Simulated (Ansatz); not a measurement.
# Lattice dynamics of LuH2 (Fm-3m)

Task: relax LuH2 (Fm-3m), then find its harmonic phonons.

Main program and level: Ansatz 0.2.0; DFT PBEsol, scalar-relativistic, plane waves, norm-conserving pseudopotentials.

## (1) The starting structure

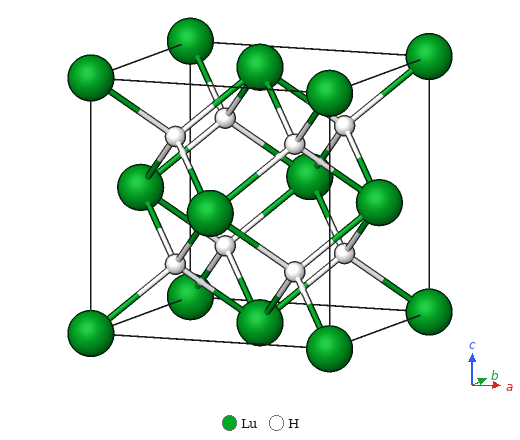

The starting structure, seen slightly off an axis (lutetium green, hydrogen white). This picture shows the conventional cell, with its axes. Some periodic images of atoms are drawn too.

## (2) Relaxation

Harmonic phonons are second derivatives at a point where the forces vanish, and they are wanted at zero stress, so atoms and cell are relaxed first.

input.yaml reads:

```yaml
crystal:
  lattice:
    - [0.0, 2.5165, 2.5165]
    - [2.5165, 0.0, 2.5165]
    - [2.5165, 2.5165, 0.0]
  atoms:
    - { symbol: Lu, position: [0.0, 0.0, 0.0] }
    - { symbol: H, position: [0.25, 0.25, 0.25] }
    - { symbol: H, position: [0.75, 0.75, 0.75] }
kpoints:
  mp_grid: { grid: [14, 14, 14] }
hamiltonian:
  xc: pbesol
  pseudopotentials: { kind: nc }
scf:
  occupations: { method: gaussian, width: 0.1 }
output:
  forces: true
  stress: true
  eigenvalues: true
relax:
  adjacent_minimum: "off"
  f_tol: 0.005
  max_steps: 80
  cell: { stress_tol: 0.05 }
```

On the command line:

```sh
$ ansatz run input.yaml --threads 4 --pin off --max-ram 7168MiB --backend cpu --events-out ev --progress --plain --runs-dir out
```

Numbers of over 12 decimals in the logs are rounded to 6 here.

The log of the run:

```text
Engine: ansatz 0.2.0, aarch64-unknown-linux-gnu
Pseudopotentials: kind: nc
Pseudopotential: Lu, nc, valence charge 25, recommended cutoff 1360.569312 eV (normal), Lu.nc.azcp (PseudoDojo's, or run here from an input of PseudoDojo's: the run reads no file of this project's for it)
Pseudopotential: H, nc, valence charge 1, recommended cutoff 979.609905 eV (normal), H.nc.azcp (PseudoDojo's, or run here from an input of PseudoDojo's: the run reads no file of this project's for it)
Functional definition: PBEsol
  exchange = pbesol_x
  correlation = pbesol_c
Crystal: 3 atoms, lattice volume = 31.873 Å³
Basis set: ecut = 1360.569312 eV, 3695 PW (Γ), exchange–correlation on 90×90×90 points (8 copies of the dense FFT grid, shifted against one another)
Bands: 18, of which v1, the nominal top of the filled ones, is band 14 counted from 1 (13 counted from 0)
Symmetry: 48 space group operations
Space group: Fm-3m (ITA 225), of the structure as read, at distance tolerance 3.2e-5 Å
k-points: 104 of 2744
Non-local potential: Lu, projectors of the file, l = 0: 2, l = 1: 2, l = 2: 2, l = 3: 2
Non-local potential: H, projectors of the file, l = 0: 2, l = 1: 1
Initial density: superposition of atomic densities (chi_scale 0.1, normalization cell, long waves kept (reshape's long-wave potential 0.00 eV rms))
Initial wavefunctions: pseudopotential atomic-orbital guess
Functional: x = pbesol(κ = 0.804, μ = 0.123457), c = pbesol(β = 0.046)
SCF iter   1: F=—  HF=-6740.673159 eV  |F-HF|=—  |Δ(HF+E_count)|=         —  Δρ=8.37e-2  dr2=1.97e0  ethr=3.10e-3  ⟨swp⟩=5.4  Hψ=7847  notcnv=0
preconditioner: auto → Kerker (q_TF=auto, 2.654 Å⁻¹)  [metal: Δε(μ)=0.052 eV  Ē_g=13.294 eV  σ=0.100 eV  W_gap=0.28  n_scr=14 (ndim 8)  ℏωp=32.9 eV  f_vac=0.000  D(μ)=0.63/eV (n_scr^D=0)]
SCF iter   2: F=—  HF=-6740.149294 eV  |F-HF|=—  |Δ(HF+E_count)|=   5.24e-1  Δρ=3.95e-2  dr2=5.48e-1  ethr=3.10e-3  ⟨swp⟩=4.0  Hψ=4811  notcnv=0  defer=43
SCF iter   3: F=—  HF=-6739.941907 eV  |F-HF|=—  |Δ(HF+E_count)|=   2.07e-1  Δρ=8.78e-3  dr2=2.36e-2  ethr=2.03e-3  ⟨swp⟩=3.0  Hψ=3485  notcnv=0  defer=43
SCF iter   4: F=—  HF=-6739.935503 eV  |F-HF|=—  |Δ(HF+E_count)|=   6.40e-3  Δρ=2.73e-3  dr2=1.26e-3  ethr=8.76e-5  ⟨swp⟩=2.0  Hψ=3181  notcnv=0  defer=43
SCF iter   5: F=—  HF=-6739.935840 eV  |F-HF|=—  |Δ(HF+E_count)|=   3.37e-4  Δρ=3.91e-4  dr2=4.26e-5  ethr=4.66e-6  ⟨swp⟩=2.1  Hψ=2888  notcnv=0  defer=43
SCF iter   6: F=—  HF=-6739.936023 eV  |F-HF|=—  |Δ(HF+E_count)|=   1.83e-4  Δρ=1.26e-4  dr2=3.88e-6  ethr=1.58e-7  ⟨swp⟩=2.0  Hψ=2779  notcnv=0  defer=43
SCF iter   7: F=—  HF=-6739.936022 eV  |F-HF|=—  |Δ(HF+E_count)|=   7.64e-7  Δρ=2.04e-5  dr2=1.08e-7  ethr=1.44e-8  ⟨swp⟩=2.0  Hψ=2720  notcnv=0  defer=43
SCF iter   8: F=-6739.936022 eV  HF=-6739.936022 eV  |F-HF|=6.81e-10  |Δ(HF+E_count)|=   1.12e-8  Δρ=5.51e-6  dr2=4.46e-9  ethr=3.70e-10  ⟨swp⟩=9.2  Hψ=9635  notcnv=0
SCF 1 converged in 8 iterations: F = -6739.936022 eV  dr2 = 4.46e-9
relax step   1: F+E_penalty+E_count = -6739.93602245 eV  Δ(F+E_penalty+E_count) = +0.000e0 eV  max|allowed force component| = 1.220e-19 eV/Å  Δτ_max = 0.0000 Å  P = -4.225 GPa  Ω = 31.873 Å³  (8 SCF iters, dr2 threshold 1.00e-7 eV, accepted)
Crystal: 3 atoms, lattice volume = 27.723 Å³
Basis set: ecut = 1360.569312 eV, 3143 PW (Γ), exchange–correlation on 90×90×90 points (8 copies of the dense FFT grid, shifted against one another)
Initial density: handed on by an earlier stage of this run
Initial wavefunctions: those handed on with the density
iter 1 solved again at ethr=2.42e-4 eV; its pass at ethr=3.10e-3 eV (dr2=6.54e-2 eV) is discarded
SCF iter   1: F=—  HF=-6739.898603 eV  |F-HF|=—  |Δ(HF+E_count)|=         —  Δρ=1.86e-2  dr2=6.82e-2  ethr=2.42e-4  ⟨swp⟩=1.2  Hψ=12946  notcnv=0
preconditioner: auto → Kerker (q_TF=auto, 2.716 Å⁻¹)  [metal: Δε(μ)=0.063 eV  Ē_g=14.413 eV  σ=0.100 eV  W_gap=0.34  n_scr=14 (ndim 8)  ℏωp=35.3 eV  f_vac=0.000  D(μ)=0.67/eV (n_scr^D=0)]
SCF iter   2: F=—  HF=-6739.879675 eV  |F-HF|=—  |Δ(HF+E_count)|=   1.89e-2  Δρ=8.22e-3  dr2=1.71e-2  ethr=2.42e-4  ⟨swp⟩=2.3  Hψ=3182  notcnv=0
SCF iter   3: F=—  HF=-6739.873233 eV  |F-HF|=—  |Δ(HF+E_count)|=   6.44e-3  Δρ=1.70e-3  dr2=9.37e-4  ethr=6.35e-5  ⟨swp⟩=1.2  Hψ=2727  notcnv=0  defer=1
SCF iter   4: F=—  HF=-6739.872921 eV  |F-HF|=—  |Δ(HF+E_count)|=   3.12e-4  Δρ=5.39e-4  dr2=8.96e-5  ethr=3.47e-6  ⟨swp⟩=2.0  Hψ=2484  notcnv=0  defer=1
SCF iter   5: F=—  HF=-6739.873086 eV  |F-HF|=—  |Δ(HF+E_count)|=   1.66e-4  Δρ=1.32e-4  dr2=4.83e-6  ethr=3.32e-7  ⟨swp⟩=2.0  Hψ=2705  notcnv=0  defer=1
SCF iter   6: F=-6739.873085 eV  HF=-6739.873085 eV  |F-HF|=3.72e-8  |Δ(HF+E_count)|=   1.06e-6  Δρ=4.03e-5  dr2=1.91e-7  ethr=1.11e-9  ⟨swp⟩=6.7  Hψ=10804  notcnv=0
SCF 2 converged in 6 iterations: F = -6739.873085 eV  dr2 = 1.91e-7
relax step   2: F+E_penalty+E_count = -6739.87308511 eV  Δ(F+E_penalty+E_count) = +6.294e-2 eV  max|allowed force component| = 5.599e-18 eV/Å  Δτ_max = 0.0000 Å  P = +10.752 GPa  Ω = 27.723 Å³  energy of the carried Pulay correction = +3.058e-4 eV  (6 SCF iters, dr2 threshold 3.00e-7 eV, rejected (line search))
Crystal: 3 atoms, lattice volume = 30.582 Å³
Basis set: ecut = 1360.569312 eV, 3479 PW (Γ), exchange–correlation on 90×90×90 points (8 copies of the dense FFT grid, shifted against one another)
iter 1 solved again at ethr=1.44e-4 eV; its pass at ethr=3.10e-3 eV (dr2=3.89e-2 eV) is discarded
SCF iter   1: F=—  HF=-6739.971991 eV  |F-HF|=—  |Δ(HF+E_count)|=         —  Δρ=1.35e-2  dr2=4.24e-2  ethr=1.44e-4  ⟨swp⟩=2.0  Hψ=12743  notcnv=0
preconditioner: auto → Kerker (q_TF=auto, 2.672 Å⁻¹)  [metal: Δε(μ)=0.082 eV  Ē_g=14.468 eV  σ=0.100 eV  W_gap=0.43  n_scr=14 (ndim 8)  ℏωp=33.6 eV  f_vac=0.000  D(μ)=0.73/eV (n_scr^D=0)]
SCF iter   2: F=—  HF=-6739.960133 eV  |F-HF|=—  |Δ(HF+E_count)|=   1.19e-2  Δρ=6.12e-3  dr2=1.12e-2  ethr=1.44e-4  ⟨swp⟩=2.1  Hψ=3169  notcnv=0
SCF iter   3: F=—  HF=-6739.955897 eV  |F-HF|=—  |Δ(HF+E_count)|=   4.24e-3  Δρ=1.17e-3  dr2=5.21e-4  ethr=4.15e-5  ⟨swp⟩=1.7  Hψ=2795  notcnv=0
SCF iter   4: F=—  HF=-6739.955769 eV  |F-HF|=—  |Δ(HF+E_count)|=   1.28e-4  Δρ=3.90e-4  dr2=5.24e-5  ethr=1.93e-6  ⟨swp⟩=1.8  Hψ=2743  notcnv=0
SCF iter   5: F=—  HF=-6739.955759 eV  |F-HF|=—  |Δ(HF+E_count)|=   1.05e-5  Δρ=8.32e-5  dr2=2.65e-6  ethr=1.94e-7  ⟨swp⟩=1.9  Hψ=2311  notcnv=0
SCF iter   6: F=—  HF=-6739.955944 eV  |F-HF|=—  |Δ(HF+E_count)|=   1.85e-4  Δρ=2.66e-5  dr2=8.99e-8  ethr=9.82e-9  ⟨swp⟩=2.1  Hψ=2870  notcnv=0
SCF iter   7: F=—  HF=-6739.955944 eV  |F-HF|=—  |Δ(HF+E_count)|=   3.65e-9  Δρ=2.73e-6  dr2=1.07e-9  ethr=3.33e-10  ⟨swp⟩=2.2  Hψ=2858  notcnv=0
SCF iter   8: F=—  HF=-6739.955944 eV  |F-HF|=—  |Δ(HF+E_count)|=   1.10e-9  Δρ=5.36e-7  dr2=4.51e-11  ethr=3.98e-12  ⟨swp⟩=2.0  Hψ=3209  notcnv=0
SCF iter   9: F=-6739.955944 eV  HF=-6739.955944 eV  |F-HF|=9.09e-13  |Δ(HF+E_count)|=  2.73e-12  Δρ=3.61e-8  dr2=1.73e-13  ethr=1.00e-12  ⟨swp⟩=8.9  Hψ=10742  notcnv=0
SCF 3 converged in 9 iterations: F = -6739.955944 eV  dr2 = 1.73e-13
relax step   3: F+E_penalty+E_count = -6739.95594354 eV  Δ(F+E_penalty+E_count) = -1.992e-2 eV  max|allowed force component| = 3.132e-18 eV/Å  Δτ_max = 0.0000 Å  P = -0.575 GPa  Ω = 30.582 Å³  energy of the carried Pulay correction = +9.078e-5 eV  (9 SCF iters, accepted)
[...]
relax step   4: F+E_penalty+E_count = -6739.95628358 eV  Δ(F+E_penalty+E_count) = -3.400e-4 eV  max|allowed force component| = 2.626e-18 eV/Å  Δτ_max = 0.0000 Å  P = +0.040 GPa  Ω = 30.388 Å³  energy of the carried Pulay correction = +1.047e-4 eV  (4 SCF iters, dr2 threshold 3.00e-7 eV, accepted)
Initial wavefunctions: pseudopotential atomic-orbital guess (no wavefunctions were taken with the density)
iter 1 solved again at ethr=7.88e-8 eV; its pass at ethr=3.10e-3 eV (dr2=2.13e-5 eV) is discarded
SCF iter   1: F=—  HF=-6739.956002 eV  |F-HF|=—  |Δ(HF+E_count)|=         —  Δρ=3.91e-5  dr2=2.40e-7  ethr=7.88e-8  ⟨swp⟩=4.5  Hψ=15102  notcnv=0
preconditioner: auto → Kerker (q_TF=auto, 2.675 Å⁻¹)  [metal: Δε(μ)=0.080 eV  Ē_g=14.343 eV  σ=0.100 eV  W_gap=0.42  n_scr=14 (ndim 8)  ℏωp=33.7 eV  f_vac=0.000  D(μ)=0.71/eV (n_scr^D=0)]
SCF iter   2: F=—  HF=-6739.956166 eV  |F-HF|=—  |Δ(HF+E_count)|=   1.64e-4  Δρ=2.41e-5  dr2=1.32e-7  ethr=8.89e-10  ⟨swp⟩=1.9  Hψ=2615  notcnv=0
SCF iter   3: F=—  HF=-6739.956166 eV  |F-HF|=—  |Δ(HF+E_count)|=  1.09e-10  Δρ=6.95e-6  dr2=5.18e-9  ethr=4.89e-10  ⟨swp⟩=2.5  Hψ=2820  notcnv=0
SCF iter   4: F=—  HF=-6739.956166 eV  |F-HF|=—  |Δ(HF+E_count)|=   2.27e-9  Δρ=3.64e-6  dr2=1.46e-9  ethr=1.92e-11  ⟨swp⟩=2.1  Hψ=3263  notcnv=0
SCF iter   5: F=—  HF=-6739.956166 eV  |F-HF|=—  |Δ(HF+E_count)|=  4.38e-10  Δρ=1.13e-6  dr2=1.41e-10  ethr=5.39e-12  ⟨swp⟩=2.6  Hψ=3293  notcnv=0
SCF iter   6: F=-6739.956166 eV  HF=-6739.956166 eV  |F-HF|=1.82e-12  |Δ(HF+E_count)|=  3.37e-11  Δρ=1.23e-7  dr2=2.62e-12  ethr=1.00e-12  ⟨swp⟩=7.2  Hψ=10363  notcnv=0
SCF 5 converged in 6 iterations: F = -6739.956166 eV  dr2 = 2.62e-12
relax step   5: F+E_penalty+E_count = -6739.95616605 eV  Δ(F+E_penalty+E_count) = +1.175e-4 eV  max|allowed force component| = 2.596e-18 eV/Å  Δτ_max = 0.0000 Å  P = +0.050 GPa  Ω = 30.388 Å³  stress off target by 4.99e-2 GPa  SCF on the basis re-selected at this cell (its energy is not comparable with the rows above)  (6 SCF iters)
basis re-selected at this cell: Δ(F+E_penalty+E_count) = +1.175e-4 eV, ΔP = +0.010 GPa vs the last step (what re-selecting the basis moved, of the pressure what is left beyond the Pulay correction that the steps carried, after the strain that the cell walked since its last selection, with what the two solves' SCF thresholds leave and, on support functions, any second-order correction that the steps lacked; it is no m [...]
SCF converged after 6 iterations
Free energy (F): -6739.956166 eV
Harris-Foulkes:  -6739.956166 eV  (|F-HF|=1.82e-12)
Internal energy: -6739.952611 eV  (E = F + TS)
E sigma→0 (E₀):  -6739.954388 eV
Entropy (-TS):   -0.003555 eV (-1.185 meV/atom)
Fermi energy:    14.740211 eV
--- Per-component energies (eV) ---
  E_band       = 39.093829
  E_kinetic    = 4213.007723
  E_local      = -6453.549396  (includes V_loc(G=0)·N_el)
  E_nonlocal   = -1468.522866
  E_hartree    = 2290.516347
  E_xc         = -1023.415014
  E_vxc        = -832.874217  (∫ρ·V_xc dr)
  E_ewald      = -4297.989405
  E_smearing   = -0.003555  (= −TS)
  E_closure    = 0.000000  (closes the sum)
  Σ components = -6739.956166   (vs F -6739.956166, Δ=0.00e0)
--- Forces (eV/Å), atoms counted from 1 ---
  atom   1  Lu    -0.00000000    -0.00000000    -0.00000000
  atom   2  H     -0.00000000    -0.00000000    -0.00000000
  atom   3  H      0.00000000     0.00000000     0.00000000
  max |Σ_I F_I| component: 1.63e-19 eV/Å
--- Stress (GPa, compression-positive) ---
        0.049944       0.000000       0.000000
        0.000000       0.049944       0.000000
        0.000000       0.000000       0.049944
  P = ⅓ Tr σ = 0.0499 GPa (0.499 kbar)
--- Band table (eV; the first three rows and the last of 104) ---
  k-point 0: bands = [... 10 lower, 10.1996, 10.1996, 14.4682, 16.1701, 16.1701, 16.1701, 19.1480, 19.1480]
  k-point 1: bands = [... 10 lower, 10.1949, 10.1997, 13.8218, 16.2418, 16.2418, 16.9655, 19.0575, 19.0575]
  k-point 2: bands = [... 10 lower, 10.1824, 10.2001, 12.8770, 16.4178, 16.4178, 18.3140, 18.8801, 18.8801]
  k-point 103: bands = [... 10 lower, 10.1666, 10.3585, 10.5462, 13.5098, 16.7704, 21.0954, 21.4761, 21.6100]
--- Relaxed structure (4 steps of the walk, 3 accepted, 1 SCFs on fresh bases) ---
  F+E_penalty+E_count = -6739.95616605 eV   max|allowed force component| = 2.596e-18 eV/Å   (the final SCF, on the basis selected at the relaxed cell)
  cell:  # Å, volume = 30.3878 Å³
    - [0, 2.476793, 2.476793]
    - [2.476793, 0, 2.476793]
    - [2.476793, 2.476793, 0]
  atoms:
    - { symbol: Lu, position: [0, 0, 0] }
    - { symbol: H, position: [0.25, 0.25, 0.25] }
    - { symbol: H, position: [0.75, 0.75, 0.75] }
```

The job ended after 33 s (4 threads of Arm Neoverse N1, shared host; peak memory 0.58 GiB; 2.1 min of CPU time).

The steps of the relaxation:

| step | energy less that of the first step (eV) | largest force component (eV/Å) | pressure (GPa) | volume (Å³) |
| --- | --- | --- | --- | --- |
| 1 | 0.0000 | 0.0000 | -4.22 | 31.87 |
| 2 | 0.0629 | 0.0000 | 10.75 | 27.72 |
| 3 | -0.0199 | 0.0000 | -0.58 | 30.58 |
| 4 | -0.0203 | 0.0000 | 0.04 | 30.39 |
| 5* | -0.0201 | 0.0000 | 0.05 | 30.39 |

Relaxation steps marked * repeat the geometry before them on a plane-wave basis chosen anew for their cell, so energy and pressure can jump there. Relaxation step 2 was tried and not accepted.

The run keeps the 48 symmetry operations that it works with, so distortions that break them were not tested.

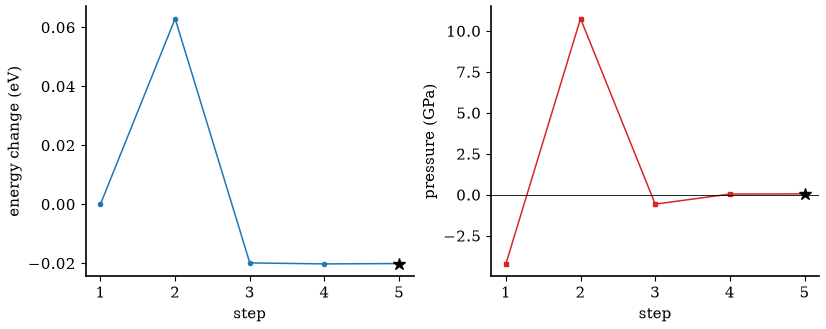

Energy and pressure along the relaxation. Stars mark steps on a basis chosen anew.

| conventional cell, symmetrised | before | after | change |
| --- | --- | --- | --- |
| a (Å) | 5.033 | 4.954 | -1.6 % |
| b (Å) | 5.033 | 4.954 | -1.6 % |
| c (Å) | 5.033 | 4.954 | -1.6 % |
| volume (Å³/atom) | 10.62 | 10.13 | -4.7 % |

The relaxed structure:

```xyz
3
Lattice="0.0000 2.4768 2.4768 2.4768 0.0000 2.4768 2.4768 2.4768 0.0000" Properties=species:S:1:pos:R:3 pbc="T T T"
Lu    0.0000    0.0000    0.0000
H     1.2384    1.2384    1.2384
H     3.7152    3.7152    3.7152
```

This step gave:

```yaml
pressure: 0.04994 GPa
volume_per_atom: 10.13 Å³
gap_on_the_k_mesh: 0 eV
```

In this step the volume went from 10.62 to 10.13 Å³/atom.

## (3) Tight relaxation

Phonons need a cell at rest on their own settings, so the relaxation is repeated with tight tolerances on forces and stress, using the mesh and the filling of the phonon run that follows.

input.yaml reads:

```yaml
crystal:
  lattice:
    - [0.0, 2.4767933582, 2.4767933582]
    - [2.4767933582, 0.0, 2.4767933582]
    - [2.4767933582, 2.4767933582, 0.0]
  atoms:
    - { symbol: Lu, position: [0.0, 0.0, 0.0] }
    - { symbol: H, position: [0.25, 0.25, 0.25] }
    - { symbol: H, position: [0.75, 0.75, 0.75] }
kpoints:
  mp_grid: { grid: [16, 16, 16] }
hamiltonian:
  xc: pbesol
  pseudopotentials: { kind: nc }
scf:
  occupations: { method: methfessel_paxton, width: 0.15 }
output:
  forces: true
  stress: true
  eigenvalues: true
relax:
  adjacent_minimum: "off"
  f_tol: 0.001
  max_steps: 60
  cell: { stress_tol: 0.01 }
```

The log of the run:

```text
[...]
Crystal: 3 atoms, lattice volume = 30.388 Å³
Basis set: ecut = 1360.569312 eV, 3479 PW (Γ), exchange–correlation on 90×90×90 points (8 copies of the dense FFT grid, shifted against one another)
Bands: 18, of which v1, the nominal top of the filled ones, is band 14 counted from 1 (13 counted from 0)
Symmetry: 48 space group operations
[...]
k-points: 145 of 4096
[...]
k-point 144: bands = [... 10 lower, 10.1585, 10.4377, 10.4377, 13.6099, 16.5786, 21.0870, 21.5448, 21.5448]
--- Relaxed structure (3 steps of the walk, 2 accepted, 1 SCFs on fresh bases) ---
[...]
cell:  # Å, volume = 30.3990 Å³
    - [0, 2.477098, 2.477098]
    - [2.477098, 0, 2.477098]
    - [2.477098, 2.477098, 0]
  atoms:
    - { symbol: Lu, position: [0, 0, 0] }
    - { symbol: H, position: [0.25, 0.25, 0.25] }
    - { symbol: H, position: [0.75, 0.75, 0.75] }
[key lines of the parts left out:]
SCF converged after 8 iterations
Free energy (F): -6739.955807 eV
Fermi energy:    14.751933 eV
P = ⅓ Tr σ = 0.0001 GPa (0.001 kbar)
```

Wall time 34 s (4 threads); peak memory 0.64 GiB.

Little changed from the start: no atom moved by 0.005 Å and no cell edge by 0.1 %.

Numbers from this step:

| Property | Result |
| --- | --- |
| pressure | 8.92e-5 GPa |

The forces vanish by symmetry and the pressure is 0.000 GPa, within the tolerances set. The cell now holds 10.13 Å³/atom.

(Continued in part 2 of 2.)

[Logs are printed without paths, hosts, clocks, repeated set-up lines and the standing remarks that a program may print on its own settings, such as how far it seeks lower states.]

[Hosts, paths, dates, database ids (printed as entryN), source tags and the programs' standing remarks are cut or masked in the printed files.]
